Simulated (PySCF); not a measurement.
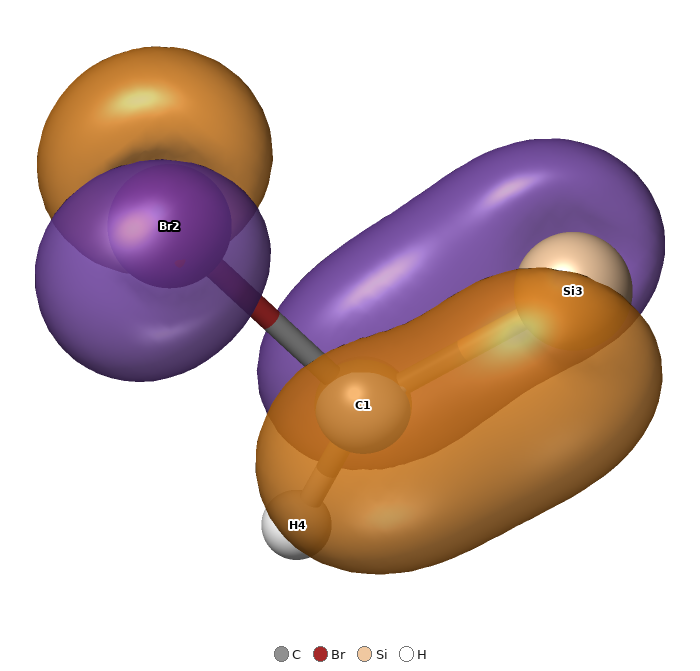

CHBrSi. The HOMO at ±0.15 Å⁻³ᐟ² (orange and purple are the two phases), seen at a tilt.

Geometry: B3LYP-D4/def2-SVP.

Level of theory: Gaussian-basis quantum chemistry of an isolated molecule with PySCF, energy and nuclear gradient, functional PBE0 (PySCF).

Q: What is the character of this orbital?

A: By Hirshfeld shares it lies mainly on C1 (about 35 %), Si3 (about 35 %) and Br2 (about 30 %); it changes sign across the molecular plane (π type); π-bonding across C1–Si3; π-antibonding (a node) across C1–Br2. Its energy is −6.34 eV.
